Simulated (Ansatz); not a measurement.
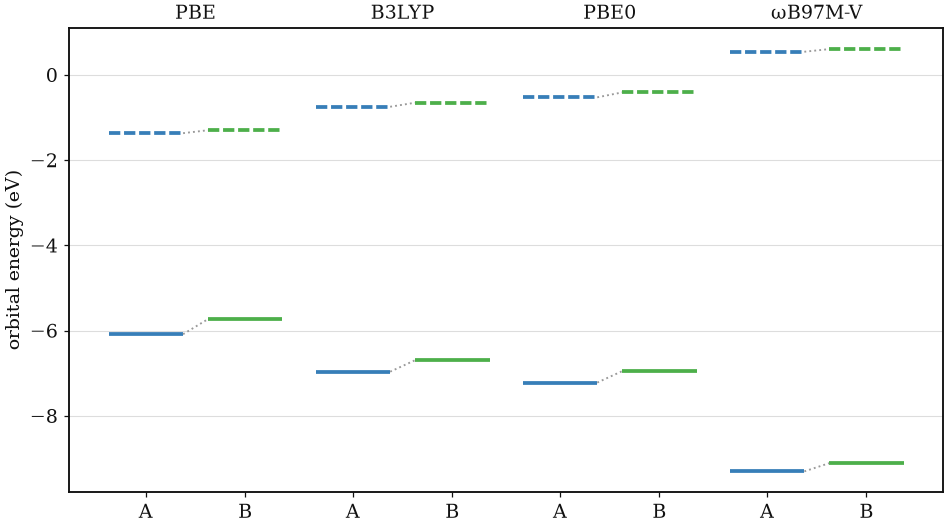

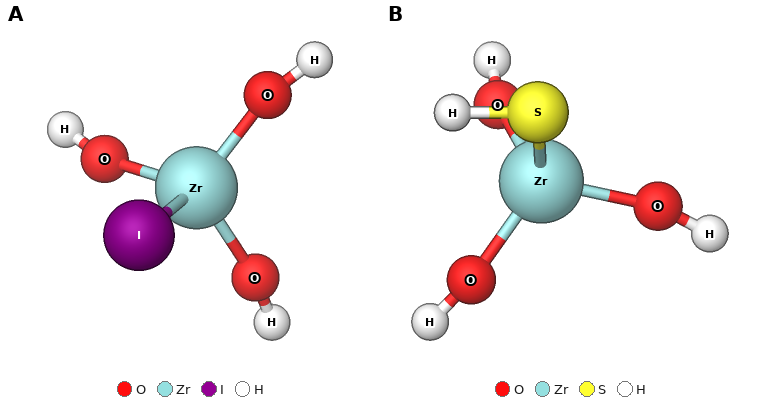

One change: A, ZrH₃O₃I (SMILES [OH][Zr]([OH])([OH])[I]), becomes B, ZrH₄SO₃ (SMILES [OH][Zr]([OH])([OH])[SH]). I on Zr is replaced by SH. HOMO (solid) and LUMO (dashed) computed in def2-TZVPP at PBE0-D4/def2-TZVP geometries, both minima by their frequencies, gas phase, the Ansatz code. Empty levels above zero depend strongly on the basis.

Question: What does the change do to HOMO and LUMO?

Answer: PBE: the HOMO rises by 0.35 eV, the LUMO rises by 0.07 eV, and the separation goes from 4.72 to 4.43 eV. B3LYP: the HOMO rises by 0.27 eV, the LUMO rises by 0.09 eV, and the separation goes from 6.22 to 6.04 eV. PBE0: the HOMO rises by 0.27 eV, the LUMO rises by 0.12 eV, and the separation goes from 6.69 to 6.54 eV. ωB97M-V: the HOMO rises by 0.19 eV, the LUMO rises by 0.06 eV, and the separation goes from 9.85 to 9.72 eV.

Question: Do the functionals agree on the effect?

Answer: They agree on the direction for both levels; the HOMO shift lies between 0.19 and 0.35 eV and the LUMO shift between 0.06 and 0.12 eV, while the separations themselves differ by up to 5.3 eV between functionals.

Known limits of this run: core potentials past krypton; spin-orbit coupling is left out, and with I it can shift these values.
